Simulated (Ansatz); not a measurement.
**Al (Fm-3m, 1 atom in the cell): phonons and vibrational spectra**

Task: relax Al (Fm-3m, 1 atom in the cell), then find its harmonic phonons.

Method: DFT PBEsol, scalar-relativistic, plane waves, PAW, in Ansatz 0.2.0.

## 1. The starting structure

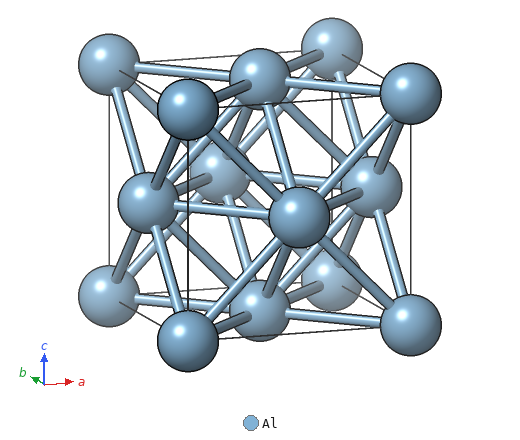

The cell as given, slightly off an axis (aluminium light blue). This picture shows the conventional cell, with its axes. Some periodic images of atoms are drawn too.

## 2. Bringing the structure to rest

The cell and atoms are relaxed, since residual forces and stress would shift the frequencies.

input.yaml reads:

```yaml
crystal:
  lattice:
    - [0.0, 2.024805, 2.024805]
    - [2.024805, 0.0, 2.024805]
    - [2.024805, 2.024805, 0.0]
  atoms:
    - { symbol: Al, position: [0.0, 0.0, 0.0] }
kpoints:
  mp_grid: { grid: [18, 18, 18] }
hamiltonian:
  xc: pbesol
scf:
  occupations: { method: gaussian, width: 0.1 }
output:
  forces: true
  stress: true
  eigenvalues: true
  write_density: true
  write_potential: true
  elf: true
  volumetric_format: npy
relax:
  adjacent_minimum: "off"
  f_tol: 0.005
  max_steps: 80
  cell: { stress_tol: 0.05 }
```

On the command line:

```console
$ ansatz run input.yaml --threads 4 --pin off --max-ram 7168MiB --backend cpu --events-out ev --progress --plain --runs-dir out
```

Numbers of over 12 decimals in the logs are rounded to 6 here.

The log of the run:

```text
Engine: ansatz 0.2.0, aarch64-unknown-linux-gnu
Pseudopotentials: kind: paw
Pseudopotential: Al, paw, valence charge 3, recommended cutoff 420 eV (normal), Al.paw.azcp
Functional definition: PBEsol
  exchange = pbesol_x
  correlation = pbesol_c
Crystal: 1 atoms, lattice volume = 16.603 Å³
Basis set: ecut = 420 eV, 331 PW (Γ), exchange–correlation on 40×40×40 points (8 copies of the dense FFT grid, shifted against one another)
Bands: 6, of which v1, the nominal top of the filled ones, is band 2 counted from 1 (1 counted from 0)
Symmetry: 48 space group operations
Space group: Fm-3m (ITA 225), of the structure as read, at distance tolerance 2.6e-5 Å
k-points: 195 of 5832
Non-local potential: Al, projectors of the file, l = 0: 2, l = 1: 2, l = 2: 1
PAW form: soft (Blöchl's): semilocal exchange-correlation on the pseudo side does not see the compensation charge
PAW frozen core: Al, regenerated for the run's functional, and the local potential with it (the file was generated under x = pbe(κ = 0.804, μ = 0.219515), c = pbe(β = 0.066725))
PAW one-centre angular grid: Al, 110 points (default); XC on 64 Gauss nodes
Initial density: superposition of atomic densities (neutral atoms: chi_scale 0, normalization atom), corrected by the library's trained network
Initial wavefunctions: pseudopotential atomic-orbital guess
Functional: x = pbesol(κ = 0.804, μ = 0.123457), c = pbesol(β = 0.046)
SCF iter   1: F=—  HF=-524.544156 eV  |F-HF|=—  |Δ(HF+E_count)|=         —  Δρ=6.48e-4  dr2=2.64e-5  ethr=1.77e-3  ⟨swp⟩=4.7  Hψ=10047  notcnv=0
preconditioner: auto → none  [metal: Δε(μ)=0.018 eV  Ē_g=13.114 eV  σ=0.100 eV  W_gap=0.10  n_scr=0 (ndim 8)  ℏωp=15.8 eV  f_vac=0.000  D(μ)=0.57/eV (n_scr^D=0)]
SCF iter   2: F=—  HF=-524.544182 eV  |F-HF|=—  |Δ(HF+E_count)|=   2.66e-5  Δρ=3.29e-4  dr2=6.77e-6  ethr=8.81e-7  ⟨swp⟩=2.0  Hψ=2956  notcnv=0
iter 3 did not close the SCF: its close was put off for the readings that it lacked (scf_convergence_deferred on its scf_iter line)
SCF iter   3: F=-524.544188 eV  HF=-524.544188 eV  |F-HF|=2.03e-8  |Δ(HF+E_count)|=   5.78e-6  Δρ=1.70e-5  dr2=5.39e-8  ethr=2.26e-7  ⟨swp⟩=1.0  Hψ=1077  notcnv=0
iter 4 did not close the SCF: its close was put off for the readings that it lacked (scf_convergence_deferred on its scf_iter line)
SCF iter   4: F=-524.544188 eV  HF=-524.544188 eV  |F-HF|=2.81e-9  |Δ(HF+E_count)|=   1.54e-8  Δρ=6.58e-6  dr2=7.86e-9  ethr=1.80e-9  ⟨swp⟩=1.1  Hψ=1106  notcnv=0
iter 5 did not close the SCF: its close was put off for the readings that it lacked (scf_convergence_deferred on its scf_iter line)
SCF iter   5: F=-524.544188 eV  HF=-524.544188 eV  |F-HF|=9.55e-12  |Δ(HF+E_count)|=   2.59e-9  Δρ=3.97e-7  dr2=2.75e-11  ethr=2.62e-10  ⟨swp⟩=1.0  Hψ=1079  notcnv=0
SCF iter   6: F=-524.544188 eV  HF=-524.544188 eV  |F-HF|=1.25e-12  |Δ(HF+E_count)|=  1.11e-11  Δρ=1.44e-7  dr2=3.65e-12  ethr=1.00e-12  ⟨swp⟩=3.9  Hψ=4590  notcnv=0
SCF 1 converged in 6 iterations: F = -524.544188 eV  dr2 = 3.65e-12
  greatest PAW one-centre occupation: 0.449 electrons in one spin orbital (limit 2), on the Al atom at site 0 (counted from 0), in its partial waves of l = 0
relax step   1: F+E_penalty+E_count = -524.54418785 eV  Δ(F+E_penalty+E_count) = +0.000e0 eV  max|allowed force component| = 0.000e0 eV/Å  Δτ_max = 0.0000 Å  P = -1.956 GPa  Ω = 16.603 Å³  (6 SCF iters, accepted)
Crystal: 1 atoms, lattice volume = 16.126 Å³
Initial density: handed on by an earlier stage of this run
Initial wavefunctions: those handed on with the density
iter 1 solved again at ethr=3.12e-6 eV; its pass at ethr=3.10e-3 eV (dr2=9.36e-5 eV) is discarded
SCF iter   1: F=—  HF=-524.547039 eV  |F-HF|=—  |Δ(HF+E_count)|=         —  Δρ=8.01e-4  dr2=1.02e-4  ethr=3.12e-6  ⟨swp⟩=2.3  Hψ=11733  notcnv=0
preconditioner: auto → none  [metal: Δε(μ)=0.024 eV  Ē_g=13.377 eV  σ=0.100 eV  W_gap=0.13  n_scr=0 (ndim 8)  ℏωp=16.0 eV  f_vac=0.000  D(μ)=0.60/eV (n_scr^D=0)]
SCF iter   2: F=—  HF=-524.546943 eV  |F-HF|=—  |Δ(HF+E_count)|=   9.63e-5  Δρ=3.85e-4  dr2=2.34e-5  ethr=3.12e-6  ⟨swp⟩=1.0  Hψ=1170  notcnv=0
SCF iter   3: F=-524.546928 eV  HF=-524.546928 eV  |F-HF|=1.77e-9  |Δ(HF+E_count)|=   1.49e-5  Δρ=5.31e-6  dr2=2.83e-9  ethr=3.33e-9  ⟨swp⟩=6.4  Hψ=6877  notcnv=0
SCF 2 converged in 3 iterations: F = -524.546928 eV  dr2 = 2.83e-9
relax step   2: F+E_penalty+E_count = -524.54692766 eV  Δ(F+E_penalty+E_count) = -2.740e-3 eV  max|allowed force component| = 0.000e0 eV/Å  Δτ_max = 0.0000 Å  P = +0.300 GPa  Ω = 16.126 Å³  energy of the carried Pulay correction = +1.910e-4 eV  (3 SCF iters, dr2 threshold 1.00e-7 eV, accepted)
Crystal: 1 atoms, lattice volume = 16.188 Å³
iter 1 solved again at ethr=6.01e-8 eV; its pass at ethr=3.10e-3 eV (dr2=1.80e-6 eV) is discarded
SCF iter   1: F=—  HF=-524.546945 eV  |F-HF|=—  |Δ(HF+E_count)|=         —  Δρ=1.10e-4  dr2=1.97e-6  ethr=6.01e-8  ⟨swp⟩=2.5  Hψ=11029  notcnv=0
preconditioner: auto → none  [metal: Δε(μ)=0.023 eV  Ē_g=13.344 eV  σ=0.100 eV  W_gap=0.13  n_scr=0 (ndim 8)  ℏωp=16.0 eV  f_vac=0.000  D(μ)=0.60/eV (n_scr^D=0)]
SCF iter   2: F=—  HF=-524.546958 eV  |F-HF|=—  |Δ(HF+E_count)|=   1.32e-5  Δρ=5.26e-5  dr2=4.45e-7  ethr=6.01e-8  ⟨swp⟩=1.0  Hψ=1170  notcnv=0
SCF iter   3: F=-524.546958 eV  HF=-524.546958 eV  |F-HF|=3.17e-11  |Δ(HF+E_count)|=   5.37e-7  Δρ=6.63e-7  dr2=3.56e-11  ethr=3.33e-9  ⟨swp⟩=5.0  Hψ=4222  notcnv=0
SCF 3 converged in 3 iterations: F = -524.546958 eV  dr2 = 3.56e-11
relax step   3: F+E_penalty+E_count = -524.54695782 eV  Δ(F+E_penalty+E_count) = -3.016e-5 eV  max|allowed force component| = 0.000e0 eV/Å  Δτ_max = 0.0000 Å  P = -0.012 GPa  Ω = 16.188 Å³  energy of the carried Pulay correction = +1.659e-4 eV  (3 SCF iters, dr2 threshold 1.00e-7 eV, accepted)
Initial wavefunctions: pseudopotential atomic-orbital guess (no wavefunctions were taken with the density)
iter 1 solved again at ethr=2.80e-9 eV; its pass at ethr=3.10e-3 eV (dr2=8.40e-8 eV) is discarded
SCF iter   1: F=—  HF=-524.546795 eV  |F-HF|=—  |Δ(HF+E_count)|=         —  Δρ=1.85e-5  dr2=5.13e-9  ethr=2.80e-9  ⟨swp⟩=3.3  Hψ=13725  notcnv=0
SCF iter   2: F=—  HF=-524.546810 eV  |F-HF|=—  |Δ(HF+E_count)|=   1.49e-5  Δρ=9.28e-6  dr2=1.27e-9  ethr=1.71e-10  ⟨swp⟩=2.0  Hψ=1460  notcnv=0
SCF iter   3: F=-524.546810 eV  HF=-524.546810 eV  |F-HF|=2.27e-12  |Δ(HF+E_count)|=   3.75e-9  Δρ=2.51e-7  dr2=7.07e-12  ethr=1.00e-12  ⟨swp⟩=3.5  Hψ=4652  notcnv=0
SCF 4 converged in 3 iterations: F = -524.546810 eV  dr2 = 7.07e-12
relax step   4: F+E_penalty+E_count = -524.54681039 eV  Δ(F+E_penalty+E_count) = +1.474e-4 eV  max|allowed force component| = 0.000e0 eV/Å  Δτ_max = 0.0000 Å  P = -0.029 GPa  Ω = 16.188 Å³  stress off target by 2.86e-2 GPa  SCF on the basis re-selected at this cell (its energy is not comparable with the rows above)  (3 SCF iters)
basis re-selected at this cell: Δ(F+E_penalty+E_count) = +1.474e-4 eV, ΔP = -0.016 GPa vs the last step (what re-selecting the basis moved, of the pressure what is left beyond the Pulay correction that the steps carried, after the strain that the cell walked since its last selection, with what the two solves' SCF thresholds leave and, on support functions, any second-order correction that the steps lacked; it is no measure of the basis error at this ecutwfc). This SCF's stress stands 2.86e-2 GPa from its target on what of the cell is left free (relax.cell.stress_tol is 5.00e-2 GPa) and its largest allowed force component is 0.00e0 eV/Å (relax.f_tol is 5.00e-3 eV/Å): [rest of the remark cut]
SCF converged after 3 iterations
Free energy (F): -524.546810 eV
Harris-Foulkes:  -524.546810 eV  (|F-HF|=2.27e-12)
Internal energy: -524.543824 eV  (E = F + TS)
E sigma→0 (E₀):  -524.545317 eV
Entropy (-TS):   -0.002986 eV (-2.986 meV/atom)
Fermi energy:    8.073911 eV
--- Per-component energies (eV) ---
  E_band       = 10.838505
  E_kinetic    = 23.120626
  E_local      = 10.059252  (includes V_loc(G=0)·N_el)
  E_nonlocal   = 10.393880
  E_hartree    = 0.107116
  E_xc         = -39.521845
  E_vxc        = -29.310903  (∫ρ·V_xc dr)
  E_paw        = -454.737364  (= ΣΔE_a)
  E_vpaw       = -3.638579  (= ΣTr[D̂ρ^β])
  E_aug_tail   = -0.000003  (compensation charges beyond the density's cutoff)
  E_ewald      = -73.984626
  E_core_change = 0.019139  (= ΣΔE_core)
  E_smearing   = -0.002986  (= −TS)
  E_closure    = 0.000000  (closes the sum)
  Σ components = -524.546810   (vs F -524.546810, Δ=0.00e0)
--- Forces (eV/Å), atoms counted from 1 ---
  atom   1  Al    -0.00000000    -0.00000000     0.00000000
  max |Σ_I F_I| component: 9.24e-33 eV/Å
--- Stress (GPa, compression-positive) ---
       -0.028588       0.000000       0.000000
        0.000000      -0.028588       0.000000
        0.000000       0.000000      -0.028588
  P = ⅓ Tr σ = -0.0286 GPa (-0.286 kbar)
--- Band table (eV; the first three rows and the last of 195) ---
  k-point 0: bands = ["-3.1702", "20.7012", "20.7012", "20.7012", "22.4103", "22.4103"]
  k-point 1: bands = ["-3.0853", "19.2377", "20.4234", "20.4234", "22.8191", "22.8191"]
  k-point 2: bands = ["-2.8309", "17.0207", "19.9404", "19.9404", "23.0062", "23.6671"]
  k-point 194: bands = ["6.7776", "7.7099", "8.0449", "9.5032", "22.6471", "24.0805"]
--- Relaxed structure (3 steps of the walk, 3 accepted, 1 SCFs on fresh bases) ---
  F+E_penalty+E_count = -524.54681039 eV   max|allowed force component| = 0.000e0 eV/Å   (the final SCF, on the basis selected at the relaxed cell)
  cell:  # Å, volume = 16.1878 Å³
    - [0, 2.007794, 2.007794]
    - [2.007794, 0, 2.007794]
    - [2.007794, 2.007794, 0]
  atoms:
    - { symbol: Al, position: [0.0, 0.0, 0.0] }
```

The job ended after 1.5 s (4 threads of Arm Neoverse V2, shared host; peak memory 0.28 GiB).

Relaxation path:

```
step  energy less that of the first step (eV)  largest force component (eV/Å)  pressure (GPa)  volume (Å³)
   1                                   0.0000                          0.0000           -1.96        16.60
   2                                  -0.0027                          0.0000            0.30        16.13
   3                                  -0.0028                          0.0000           -0.01        16.19
  4*                                  -0.0026                          0.0000           -0.03        16.19
```

Relaxation steps marked * repeat the geometry before them on a plane-wave basis chosen anew for their cell, so energy and pressure can jump there.

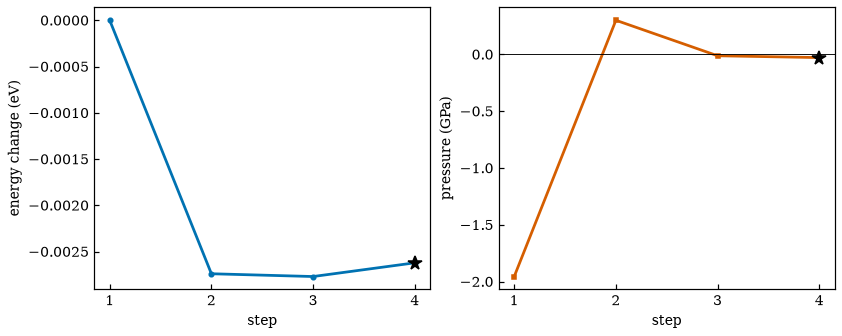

Energy and pressure along the relaxation. Stars mark steps on a basis chosen anew.

```
conventional cell, symmetrised  before  after  change
                         a (Å)   4.050  4.016  -0.8 %
                         b (Å)   4.050  4.016  -0.8 %
                         c (Å)   4.050  4.016  -0.8 %
              volume (Å³/atom)   16.60  16.19  -2.5 %
```

Final coordinates:

```
Al
1.0
     0.00000    2.00779    2.00779
     2.00779    0.00000    2.00779
     2.00779    2.00779    0.00000
Al
1
Cartesian
  0.0000 0.0000 0.0000
```

This step gave:

```
pressure          : -0.02859 GPa
volume per atom   : 16.19 Å³
gap on the k-mesh : 0 eV
```

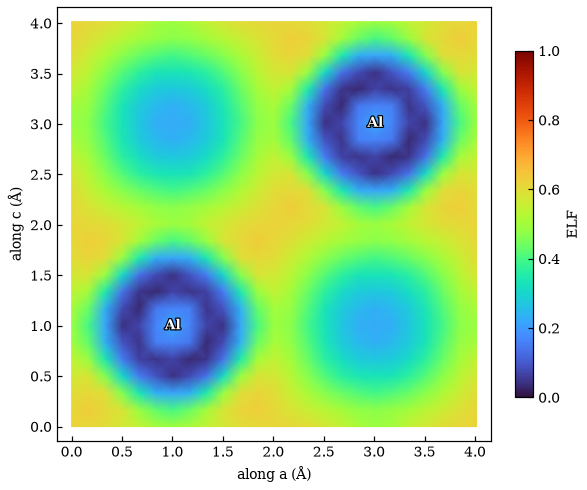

ELF in the ac plane of the conventional cell at fractional y = 0.000, with atoms of Al within 0.2 Å of it. It is the smooth field of the valence electrons, not physical close to the nuclei. The map starts off the cell's origin, so that atoms lie inside it.

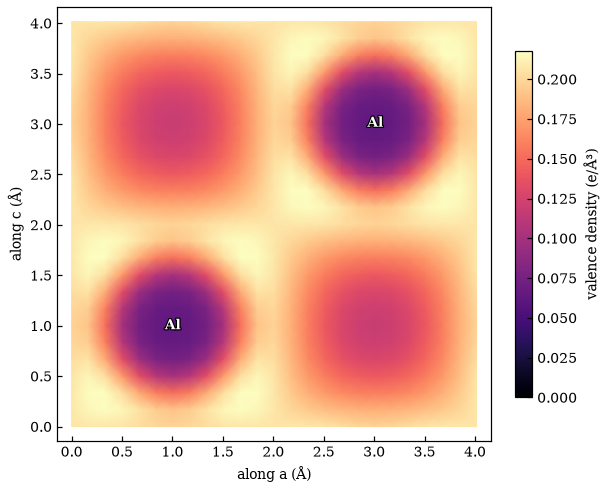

Valence density in the ac plane of the conventional cell at fractional y = 0.000, with atoms of Al within 0.2 Å of it. It is the smooth field of the valence electrons, not physical close to the nuclei. The map starts off the cell's origin, so that atoms lie inside it.

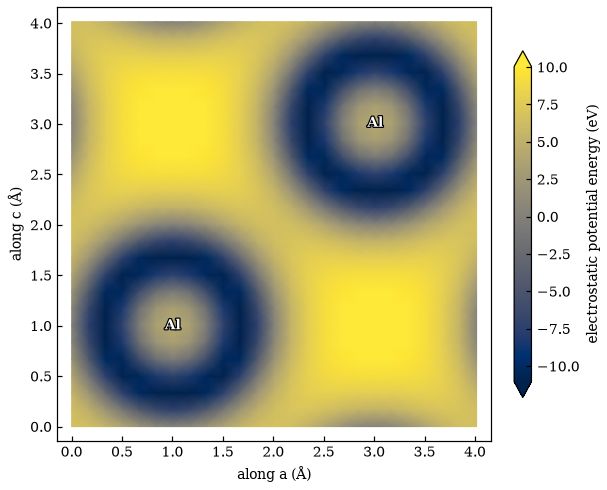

Electrostatic potential energy in the ac plane of the conventional cell at fractional y = 0.000, with atoms of Al within 0.2 Å of it. With pseudopotentials it is smooth inside the atoms' cores, unlike the true potential. The map starts off the cell's origin, so that atoms lie inside it.

In this step the volume went from 16.60 to 16.19 Å³/atom.

## 3. Tight relaxation

Phonons need a cell at rest on their own settings, so the relaxation is repeated with tight tolerances on forces and stress on the k mesh and occupations of the first response run.

input.yaml reads:

```yaml
crystal:
  lattice:
    - [0.0, 2.0077938082, 2.0077938082]
    - [2.0077938082, 0.0, 2.0077938082]
    - [2.0077938082, 2.0077938082, 0.0]
  atoms:
    - { symbol: Al, position: [0.0, 0.0, 0.0] }
kpoints:
  mp_grid: { grid: [20, 20, 20] }
hamiltonian:
  xc: pbesol
scf:
  occupations: { method: methfessel_paxton, width: 0.15 }
output:
  forces: true
  stress: true
  eigenvalues: true
relax:
  adjacent_minimum: "off"
  f_tol: 0.001
  max_steps: 60
  cell: { stress_tol: 0.01 }
```

The log of the run:

```text
[...]
Crystal: 1 atoms, lattice volume = 16.188 Å³
Basis set: ecut = 420 eV, 331 PW (Γ), exchange–correlation on 40×40×40 points (8 copies of the dense FFT grid, shifted against one another)
Bands: 6, of which v1, the nominal top of the filled ones, is band 2 counted from 1 (1 counted from 0)
Symmetry: 48 space group operations
[...]
k-points: 256 of 8000
[...]
0.000000       0.007663       0.000000
        0.000000       0.000000       0.007663
  P = ⅓ Tr σ = 0.0077 GPa (0.077 kbar)
--- Band table (eV; the first three rows and the last of 256) ---
[...]
--- Relaxed structure (2 steps of the walk, 2 accepted, 1 SCFs on fresh bases) ---
[...]
cell:  # Å, volume = 16.1657 Å³
    - [0, 2.006880, 2.006880]
    - [2.006880, 0, 2.006880]
    - [2.006880, 2.006880, 0]
  atoms:
    - { symbol: Al, position: [0.0, 0.0, 0.0] }
[key lines of the parts left out:]
SCF converged after 4 iterations
Free energy (F): -524.547684 eV
Fermi energy:    8.153243 eV
```

Wall time 1.4 s (4 threads); peak memory 0.29 GiB; 4.5 s of CPU time.

Little changed from the start: no atom moved by 0.005 Å and no cell edge by 0.1 %.

This step gave:

* pressure: 0.007663 GPa
* volume per atom: 16.17 Å³

The forces vanish by symmetry and the pressure is 0.008 GPa, within the tolerances set. The cell now holds 16.17 Å³/atom.

[end of part 1 of 2]

[Logs are printed without paths, hosts, clocks, repeated set-up lines and the standing remarks that a program may print on its own settings, such as how far it seeks lower states.]

[Hosts, paths, dates, database ids (printed as entryN), source tags and the programs' standing remarks are cut or masked in the printed files.]
